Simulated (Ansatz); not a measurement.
**CH₈BN: geometry at several levels**

The task, for CH₈BN: geometry at several levels.

Computed with Ansatz 0.2.0 (the levels named in each step, unless a step's input says otherwise).

### 1 Starting point

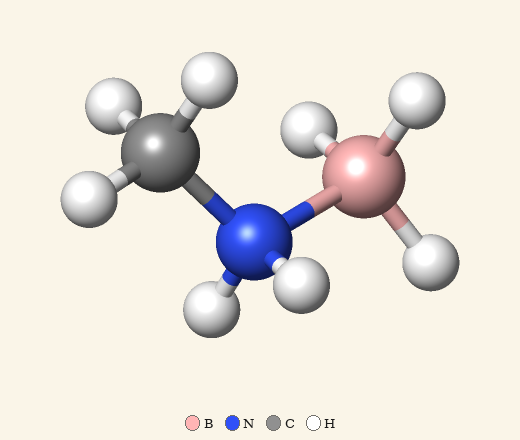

The starting structure, seen from a chosen angle (boron pink, nitrogen blue, carbon grey, hydrogen white).

As a file:

```xyz
11

B     1.2888    0.5717   -0.0865
N     0.0679   -0.5339   -0.0440
C    -1.2594    0.0440    0.1266
H     2.2814   -0.0743   -0.2303
H     1.0605    1.2820   -1.0152
H     1.2552    1.1418    0.9590
H     0.2870   -1.1651    0.7196
H     0.1255   -1.0488   -0.9175
H    -2.0437   -0.7173    0.1477
H    -1.2771    0.6104    1.0557
H    -1.4494    0.7345   -0.6913
```

### 2 A rough first relaxation, PBE-D4/def2-SVP

This run stands in another session on the same molecule. It ended at:

```xyz
11

B     1.2969    0.5710   -0.0872
N     0.0815   -0.5247   -0.0456
C    -1.2707    0.0481    0.1281
H     2.3275   -0.0892   -0.2355
H     1.0496    1.3046   -1.0476
H     1.2506    1.1593    0.9961
H     0.2813   -1.1920    0.7143
H     0.1210   -1.0760   -0.9157
H    -2.0571   -0.7332    0.1498
H    -1.2847    0.6255    1.0707
H    -1.4591    0.7517   -0.7034
```

### 3 Relaxation, HF/STO-3G

Contents of input.yaml:

```yaml
crystal:
  periodic: [false, false, false]
  atoms:
    - { symbol: B, position_ang: [1.29688494, 0.57096636, -0.08721586] }
    - { symbol: "N", position_ang: [0.08151989, -0.5246657, -0.04561293] }
    - { symbol: C, position_ang: [-1.27070124, 0.04813124, 0.12809793] }
    - { symbol: H, position_ang: [2.32753497, -0.08922969, -0.23552065] }
    - { symbol: H, position_ang: [1.04958512, 1.30462222, -1.04759687] }
    - { symbol: H, position_ang: [1.25057627, 1.15928711, 0.99605503] }
    - { symbol: H, position_ang: [0.28127227, -1.19197397, 0.71428045] }
    - { symbol: H, position_ang: [0.12098325, -1.07604689, -0.91570376] }
    - { symbol: H, position_ang: [-2.05707361, -0.73317355, 0.14980384] }
    - { symbol: H, position_ang: [-1.28471404, 0.62546089, 1.0706554] }
    - { symbol: H, position_ang: [-1.45912783, 0.75172197, -0.70339258] }
basis:
  gaussian: { orbitals: STO-3G }
hamiltonian:
  xc: hf
relax:
  f_tol: 0.002
  max_steps: 150
```

The run is started by

```console
> ansatz run input.yaml --threads 4 --pin off --max-ram 10240MiB --backend cpu --events-out ev --progress --plain --runs-dir out
```

Output, cut to the lines that bear on the results:

```text
Warning: RAYON_NUM_THREADS=4 ignored (pool sized by the plan → 4); use --threads N
[...]
Functional definition: HF
[...]
347 factors; integrals over basis functions are off by at most 1.7e-5 eV
[...]
mean field -3269.93967209 eV, -120.1680665047 hartree, gradient 5.4e-5 eV, S^2 0.000000; 0 other end points of the search recorded, 0 dependent functions left out
[...]
reference -3269.93967209 eV, -120.1680665047 hartree; 13, 13 occupied and 10, 10 virtual orbitals, 347 factors
relax step   1: F+E_penalty+E_count = -3269.93967209 eV  Δ(F+E_penalty+E_count) = +0.000e0 eV  max|allowed force component| = 1.819e0 eV/Å  Δτ_max = 0.0000 Å  (25 SCF iters, accepted)
[...]
relax step   6: F+E_penalty+E_count = -3270.21624177 eV  Δ(F+E_penalty+E_count) = -4.456e-5 eV  max|allowed force component| = 2.684e-3 eV/Å  Δτ_max = 0.0011 Å  (22 SCF iters, accepted)
[...]
relax step   7: F+E_penalty+E_count = -3270.21624192 eV  Δ(F+E_penalty+E_count) = -1.458e-7 eV  max|allowed force component| = 7.153e-4 eV/Å  Δτ_max = 0.0001 Å  (22 SCF iters, accepted)
347 factors; integrals over basis functions are off by at most 1.5e-5 eV
[...]
mean field -3270.21624192 eV, -120.1782302584 hartree, gradient 1.3e-5 eV, S^2 0.000000; 1 other end points of the search recorded, 0 dependent functions left out
[...]
reference -3270.21624192 eV, -120.1782302584 hartree; 13, 13 occupied and 10, 10 virtual orbitals, 347 factors
Total energy: -3270.21624192 eV, -120.1782302584 hartree
Atom 0 at     1.320766     0.592580    -0.088004 Å, force     0.000179     0.000136    -0.000020 eV/Å
Atom 1 at     0.093435    -0.521184    -0.046549 Å, force    -0.000121    -0.000715    -0.000014 eV/Å
Atom 2 at    -1.276560     0.061076     0.129580 Å, force     0.000327    -0.000040    -0.000047 eV/Å
Atom 3 at     2.277568    -0.052691    -0.228054 Å, force     0.000059    -0.000031     0.000002 eV/Å
Atom 4 at     1.070894     1.271218    -0.997555 Å, force    -0.000009    -0.000047    -0.000034 eV/Å
Atom 5 at     1.261366     1.133390     0.938770 Å, force    -0.000011    -0.000042     0.000019 eV/Å
Atom 6 at     0.271294    -1.193340     0.718336 Å, force     0.000017     0.000337     0.000280 eV/Å
Atom 7 at     0.110401    -1.076955    -0.917931 Å, force    -0.000067     0.000381    -0.000231 eV/Å
Atom 8 at    -2.029631    -0.727208     0.147632 Å, force    -0.000086     0.000002     0.000004 eV/Å
Atom 9 at    -1.294738     0.616496     1.064837 Å, force    -0.000160     0.000003    -0.000027 eV/Å
Atom 10 at    -1.468054     0.741716    -0.697212 Å, force    -0.000129     0.000017     0.000069 eV/Å
Dipole moment:    -0.923259    -0.766770     0.036241 e Å
```

Run time: 5.6 s. Hardware: 4 threads of AMD EPYC (Zen 3), shared host; peak memory 0.12 GiB.

Step by step:

| step | energy from step 1 (eV) | largest force component (eV/Å) |
| --- | --- | --- |
| 1 | 0.0000 | 1.8186 |
| 2 | -0.2703 | 0.2496 |
| 3 | -0.2733 | 0.1751 |
| 4 | -0.2764 | 0.0569 |
| 5 | -0.2765 | 0.0437 |
| 6 | -0.2766 | 0.0027 |
| 7 | -0.2766 | 0.0007 |

Step 1 is the start.

Before: Bond lengths: B1–N2 1.637 Å, N2–C3 1.479 Å, B1–H4 1.233 Å, B1–H5 1.234 Å, B1–H6 1.234 Å, N2–H7 1.031 Å, N2–H8 1.031 Å, C3–H9 1.109 Å, C3–H10 1.105 Å, C3–H11 1.105 Å. Angles (14 of 18 angles, heavy atoms first): B1–N2–C3 115.0°, B1–N2–H7 107.9°, B1–N2–H8 107.9°, C3–N2–H7 110.0°, C3–N2–H8 110.0°, N2–B1–H4 105.4°, N2–B1–H5 105.6°, N2–B1–H6 105.6°, N2–C3–H9 112.2°, N2–C3–H10 108.3°, N2–C3–H11 108.3°, H7–N2–H8 105.6°, H4–B1–H5 113.1°, H4–B1–H6 113.1°.

After: Bond lengths: B1–N2 1.658 Å, N2–C3 1.499 Å, B1–H4 1.163 Å, B1–H5 1.162 Å, B1–H6 1.162 Å, N2–H7 1.034 Å, N2–H8 1.034 Å, C3–H9 1.090 Å, C3–H10 1.088 Å, C3–H11 1.088 Å. Angles (14 of 18 angles, heavy atoms first): B1–N2–C3 114.7°, B1–N2–H7 109.1°, B1–N2–H8 109.1°, C3–N2–H7 108.8°, C3–N2–H8 108.8°, N2–B1–H4 103.9°, N2–B1–H5 104.6°, N2–B1–H6 104.6°, N2–C3–H9 110.6°, N2–C3–H10 108.3°, N2–C3–H11 108.3°, H7–N2–H8 105.7°, H4–B1–H5 114.0°, H4–B1–H6 114.0°.

### 4 Relaxation, HF/6-31G*

input.yaml: that of step 3 with these lines changed.

```diff
@@ -15,3 +15,3 @@
 basis:
-  gaussian: { orbitals: STO-3G }
+  gaussian: { orbitals: "6-31G*" }
 hamiltonian:
```

The run is started by

```console
> ansatz run input.yaml --threads 4 --pin off --max-ram 10240MiB --backend cpu --events-out ev --progress --plain --runs-dir out
```

Output, cut to the lines that bear on the results:

```text
Warning: RAYON_NUM_THREADS=4 ignored (pool sized by the plan → 4); use --threads N
[...]
[... 1 set-up line as earlier in the session ...]
[...]
764 factors; integrals over basis functions are off by at most 4.7e-4 eV
[...]
mean field -3309.94611880 eV, -121.6382763038 hartree, gradient 6.3e-6 eV, S^2 0.000000; 0 other end points of the search recorded, 0 dependent functions left out
[...]
reference -3309.94611880 eV, -121.6382763038 hartree; 13, 13 occupied and 48, 48 virtual orbitals, 764 factors
relax step   1: F+E_penalty+E_count = -3309.94611880 eV  Δ(F+E_penalty+E_count) = +0.000e0 eV  max|allowed force component| = 1.565e0 eV/Å  Δτ_max = 0.0000 Å  (28 SCF iters, accepted)
[...]
relax step   6: F+E_penalty+E_count = -3310.04010516 eV  Δ(F+E_penalty+E_count) = -5.514e-5 eV  max|allowed force component| = 7.371e-3 eV/Å  Δτ_max = 0.0020 Å  (22 SCF iters, accepted)
[...]
Atom 1 at     0.070338    -0.533064    -0.045120 Å, force    -0.000148     0.000312     0.000038 eV/Å
Atom 2 at    -1.268815     0.048927     0.127968 Å, force    -0.000934    -0.000647     0.000045 eV/Å
Atom 3 at     2.312759    -0.079330    -0.233360 Å, force    -0.000168    -0.000122     0.000007 eV/Å
Atom 4 at     1.056199     1.296226    -1.033427 Å, force     0.000131    -0.000063     0.000090 eV/Å
Atom 5 at     1.254181     1.153025     0.979867 Å, force     0.000109    -0.000049    -0.000121 eV/Å
Atom 6 at     0.263721    -1.178433     0.699434 Å, force     0.000038     0.000003    -0.000059 eV/Å
Atom 7 at     0.106826    -1.064948    -0.896019 Å, force     0.000046    -0.000005     0.000051 eV/Å
Atom 8 at    -2.034773    -0.717536     0.148769 Å, force     0.000248    -0.000122    -0.000033 eV/Å
Atom 9 at    -1.282054     0.605493     1.052950 Å, force     0.000462     0.000192     0.000021 eV/Å
Atom 10 at    -1.453408     0.729445    -0.689560 Å, force     0.000451     0.000199    -0.000084 eV/Å
Dipole moment:    -0.894065    -0.735054     0.035637 e Å
```

Wall time 8.9 s (4 threads of AMD EPYC (Zen 3), shared host); peak memory 0.13 GiB.

Relaxation path:

| step | E - E(step 1) (eV) | largest force component (eV/Å) |
| --- | --- | --- |
| 1 | 0.0000 | 1.5653 |
| 2 | -0.0863 | 0.4888 |
| 3 | -0.0931 | 0.1161 |
| 4 | -0.0886 | 0.2522 |
| 5 | -0.0939 | 0.0300 |
| 6 | -0.0940 | 0.0074 |
| 7 | -0.0940 | 0.0009 |

Step 1 is the start. Step 4 was tried and not accepted.

Before: Bond lengths: B1–N2 1.637 Å, N2–C3 1.479 Å, B1–H4 1.233 Å, B1–H5 1.234 Å, B1–H6 1.234 Å, N2–H7 1.031 Å, N2–H8 1.031 Å, C3–H9 1.109 Å, C3–H10 1.105 Å, C3–H11 1.105 Å. Angles (14 of 18 angles, heavy atoms first): B1–N2–C3 115.0°, B1–N2–H7 107.9°, B1–N2–H8 107.9°, C3–N2–H7 110.0°, C3–N2–H8 110.0°, N2–B1–H4 105.4°, N2–B1–H5 105.6°, N2–B1–H6 105.6°, N2–C3–H9 112.2°, N2–C3–H10 108.3°, N2–C3–H11 108.3°, H7–N2–H8 105.6°, H4–B1–H5 113.1°, H4–B1–H6 113.1°.

After: Bond lengths: B1–N2 1.671 Å, N2–C3 1.470 Å, B1–H4 1.210 Å, B1–H5 1.210 Å, B1–H6 1.210 Å, N2–H7 1.004 Å, N2–H8 1.004 Å, C3–H9 1.084 Å, C3–H10 1.080 Å, C3–H11 1.080 Å. Angles (14 of 18 angles, heavy atoms first): B1–N2–C3 114.5°, B1–N2–H7 107.8°, B1–N2–H8 107.8°, C3–N2–H7 110.0°, C3–N2–H8 110.0°, N2–B1–H4 104.5°, N2–B1–H5 104.8°, N2–B1–H6 104.8°, N2–C3–H9 111.5°, N2–C3–H10 108.4°, N2–C3–H11 108.4°, H7–N2–H8 106.3°, H4–B1–H5 113.8°, H4–B1–H6 113.8°.

### 5 Relaxation, LDA/def2-SVP

input.yaml: that of step 4 with these lines changed.

```diff
@@ -15,5 +15,5 @@
 basis:
-  gaussian: { orbitals: "6-31G*" }
+  gaussian: { orbitals: def2-SVP }
 hamiltonian:
-  xc: hf
+  xc: lda
 relax:
```

The run is started by

```console
> ansatz run input.yaml --threads 4 --pin off --max-ram 10240MiB --backend cpu --events-out ev --progress --plain --runs-dir out
```

Output, cut to the lines that bear on the results:

```text
Warning: RAYON_NUM_THREADS=4 ignored (pool sized by the plan → 4); use --threads N
[...]
Functional definition: SPW92
[...]
948 factors; their error is unknown
[...]
mean field -3299.46769004 eV, -121.2532011496 hartree, gradient 3.6e-5 eV, S^2 0.000000; 0 other end points of the search recorded, 0 dependent functions left out
[...]
reference -3299.46772309 eV, -121.2532023639 hartree; 13, 13 occupied and 69, 69 virtual orbitals, 948 factors
relax step   1: F+E_penalty+E_count = -3299.46769004 eV  Δ(F+E_penalty+E_count) = +0.000e0 eV  max|allowed force component| = 6.112e-1 eV/Å  Δτ_max = 0.0000 Å  (25 SCF iters, accepted)
[...]
relax step   6: F+E_penalty+E_count = -3299.48930230 eV  Δ(F+E_penalty+E_count) = -1.658e-6 eV  max|allowed force component| = 3.836e-3 eV/Å  Δτ_max = 0.0003 Å  (18 SCF iters, accepted)
[...]
Atom 1 at     0.083858    -0.529808    -0.046218 Å, force    -0.000340    -0.000029     0.000037 eV/Å
Atom 2 at    -1.242842     0.049626     0.125464 Å, force     0.000351     0.000883     0.000020 eV/Å
Atom 3 at     2.310935    -0.076366    -0.232970 Å, force     0.000384    -0.000058    -0.000039 eV/Å
Atom 4 at     1.007825     1.291924    -1.041859 Å, force     0.000155    -0.000059    -0.000147 eV/Å
Atom 5 at     1.208302     1.146916     0.996826 Å, force     0.000187    -0.000075     0.000105 eV/Å
Atom 6 at     0.290427    -1.195082     0.717658 Å, force     0.000187    -0.000275     0.000355 eV/Å
Atom 7 at     0.129263    -1.078508    -0.921223 Å, force     0.000100    -0.000213    -0.000411 eV/Å
Atom 8 at    -2.048021    -0.715282     0.150230 Å, force    -0.000191    -0.000300    -0.000004 eV/Å
Atom 9 at    -1.244227     0.636906     1.065913 Å, force    -0.000098    -0.000111    -0.000190 eV/Å
Atom 10 at    -1.418377     0.762885    -0.705073 Å, force    -0.000080    -0.000128     0.000183 eV/Å
Dipole moment:    -0.863766    -0.764170     0.030586 e Å
```

It took 9.7 s on 4 threads of AMD EPYC (Zen 3), shared host; peak memory 0.13 GiB.

The steps of the relaxation:

```
step  energy from step 1 (eV)  largest force component (eV/Å)
   1                   0.0000                          0.6112
   2                  -0.0163                          0.3197
   3                  -0.0214                          0.0452
   4                  -0.0216                          0.0204
   5                  -0.0216                          0.0094
   6                  -0.0216                          0.0038
   7                  -0.0216                          0.0009
```

Step 1 is the start.

Before: Bond lengths: B1–N2 1.637 Å, N2–C3 1.479 Å, B1–H4 1.233 Å, B1–H5 1.234 Å, B1–H6 1.234 Å, N2–H7 1.031 Å, N2–H8 1.031 Å, C3–H9 1.109 Å, C3–H10 1.105 Å, C3–H11 1.105 Å. Angles (14 of 18 angles, heavy atoms first): B1–N2–C3 115.0°, B1–N2–H7 107.9°, B1–N2–H8 107.9°, C3–N2–H7 110.0°, C3–N2–H8 110.0°, N2–B1–H4 105.4°, N2–B1–H5 105.6°, N2–B1–H6 105.6°, N2–C3–H9 112.2°, N2–C3–H10 108.3°, N2–C3–H11 108.3°, H7–N2–H8 105.6°, H4–B1–H5 113.1°, H4–B1–H6 113.1°.

After: Bond lengths: B1–N2 1.598 Å, N2–C3 1.458 Å, B1–H4 1.234 Å, B1–H5 1.236 Å, B1–H6 1.236 Å, N2–H7 1.034 Å, N2–H8 1.034 Å, C3–H9 1.111 Å, C3–H10 1.109 Å, C3–H11 1.109 Å. Angles (14 of 18 angles, heavy atoms first): B1–N2–C3 113.8°, B1–N2–H7 107.8°, B1–N2–H8 107.8°, C3–N2–H7 110.5°, C3–N2–H8 110.5°, N2–B1–H4 106.6°, N2–B1–H5 105.9°, N2–B1–H6 105.9°, N2–C3–H9 112.9°, N2–C3–H10 108.2°, N2–C3–H11 108.2°, H7–N2–H8 106.0°, H4–B1–H5 112.7°, H4–B1–H6 112.7°.

### 6 Relaxation, PBE-D4/def2-SVP

input.yaml: that of step 5 with these lines changed.

```diff
@@ -17,3 +17,4 @@
 hamiltonian:
-  xc: lda
+  xc: pbe
+  dispersion: d4
 relax:
```

The run is started by

```console
> ansatz run input.yaml --threads 4 --pin off --max-ram 10240MiB --backend cpu --events-out ev --progress --plain --runs-dir out
```

Output, cut to the lines that bear on the results:

```text
Warning: RAYON_NUM_THREADS=4 ignored (pool sized by the plan → 4); use --threads N
[...]
Functional definition: PBE
[...]
948 factors; their error is unknown
[...]
mean field -3326.35244694 eV, -122.2411977422 hartree, gradient 3.3e-5 eV, S^2 0.000000; 0 other end points of the search recorded, 0 dependent functions left out
[...]
reference -3326.35248226 eV, -122.2411990404 hartree; 13, 13 occupied and 69, 69 virtual orbitals, 948 factors
relax step   1: F+E_penalty+E_count = -3326.49586058 eV  Δ(F+E_penalty+E_count) = +0.000e0 eV  max|allowed force component| = 1.031e-2 eV/Å  Δτ_max = 0.0000 Å  (25 SCF iters, accepted)
[...]
relax step   2: F+E_penalty+E_count = -3326.49586574 eV  Δ(F+E_penalty+E_count) = -5.163e-6 eV  max|allowed force component| = 4.178e-3 eV/Å  Δτ_max = 0.0009 Å  (18 SCF iters, accepted)
[...]
Atom 1 at     0.081648    -0.524901    -0.045648 Å, force     0.000533     0.001396     0.000051 eV/Å
Atom 2 at    -1.270085     0.048367     0.128055 Å, force     0.000776    -0.000692    -0.000130 eV/Å
Atom 3 at     2.327240    -0.089113    -0.235481 Å, force     0.000231     0.000340     0.000004 eV/Å
Atom 4 at     1.048535     1.304310    -1.047613 Å, force     0.000199     0.000242    -0.000010 eV/Å
Atom 5 at     1.249525     1.158950     0.996244 Å, force     0.000199     0.000236     0.000005 eV/Å
Atom 6 at     0.281457    -1.192132     0.714264 Å, force     0.000023    -0.000080    -0.000044 eV/Å
Atom 7 at     0.121162    -1.076194    -0.915764 Å, force     0.000028    -0.000080     0.000023 eV/Å
Atom 8 at    -2.056695    -0.732740     0.149821 Å, force    -0.000358     0.000188     0.000053 eV/Å
Atom 9 at    -1.283947     0.625733     1.070675 Å, force    -0.000055     0.000092    -0.000139 eV/Å
Atom 10 at    -1.458398     0.751974    -0.703541 Å, force    -0.000036     0.000063     0.000156 eV/Å
Dipole moment:    -0.880552    -0.746404     0.033506 e Å
```

It took 6.9 s on 4 threads of AMD EPYC (Zen 3), shared host; peak memory 0.13 GiB.

The steps of the relaxation:

| step | energy from step 1 (eV) | largest force component (eV/Å) |
| --- | --- | --- |
| 1 | 0.0000 | 0.0103 |
| 2 | 0.0000 | 0.0042 |
| 3 | 0.0000 | 0.0017 |

Step 1 is the start.

Before: Bond lengths: B1–N2 1.637 Å, N2–C3 1.479 Å, B1–H4 1.233 Å, B1–H5 1.234 Å, B1–H6 1.234 Å, N2–H7 1.031 Å, N2–H8 1.031 Å, C3–H9 1.109 Å, C3–H10 1.105 Å, C3–H11 1.105 Å. Angles (14 of 18 angles, heavy atoms first): B1–N2–C3 115.0°, B1–N2–H7 107.9°, B1–N2–H8 107.9°, C3–N2–H7 110.0°, C3–N2–H8 110.0°, N2–B1–H4 105.4°, N2–B1–H5 105.6°, N2–B1–H6 105.6°, N2–C3–H9 112.2°, N2–C3–H10 108.3°, N2–C3–H11 108.3°, H7–N2–H8 105.6°, H4–B1–H5 113.1°, H4–B1–H6 113.1°.

After: Bond lengths: B1–N2 1.636 Å, N2–C3 1.479 Å, B1–H4 1.233 Å, B1–H5 1.234 Å, B1–H6 1.234 Å, N2–H7 1.031 Å, N2–H8 1.031 Å, C3–H9 1.109 Å, C3–H10 1.105 Å, C3–H11 1.105 Å. Angles (14 of 18 angles, heavy atoms first): B1–N2–C3 115.0°, B1–N2–H7 108.0°, B1–N2–H8 108.0°, C3–N2–H7 110.0°, C3–N2–H8 110.0°, N2–B1–H4 105.4°, N2–B1–H5 105.6°, N2–B1–H6 105.6°, N2–C3–H9 112.2°, N2–C3–H10 108.3°, N2–C3–H11 108.3°, H7–N2–H8 105.6°, H4–B1–H5 113.1°, H4–B1–H6 113.1°.

### 7 The levels compared

| level | B1–N2 (Å) | N2–C3 (Å) | rotational constants (MHz) | dipole (D) | CPU time |
| --- | --- | --- | --- | --- | --- |
| HF/STO-3G | 1.6579 | 1.4990 | 28400, 8147.9, 7212.2 | 5.77 | 13 s |
| HF/6-31G* | 1.6714 | 1.4704 | 28362, 8192.3, 7255.5 | 5.56 | 24 s |
| LDA/def2-SVP | 1.5981 | 1.4579 | 28065, 8576.1, 7573.3 | 5.54 | 26 s |
| PBE-D4/def2-SVP | 1.6364 | 1.4785 | 28008, 8221.4, 7291.9 | 5.55 | 18 s |

Constants are for the commonest isotopes at the equilibrium geometry; times are CPU times of the relaxations.

### 8 Outcome

```
                quantity    value
B1–N2 at PBE-D4/def2-SVP  1.636 Å
N2–C3 at PBE-D4/def2-SVP  1.479 Å
```

In words: The B1–N2 distance spreads over 0.073 Å, from LDA/def2-SVP (shortest) to HF/6-31G*.
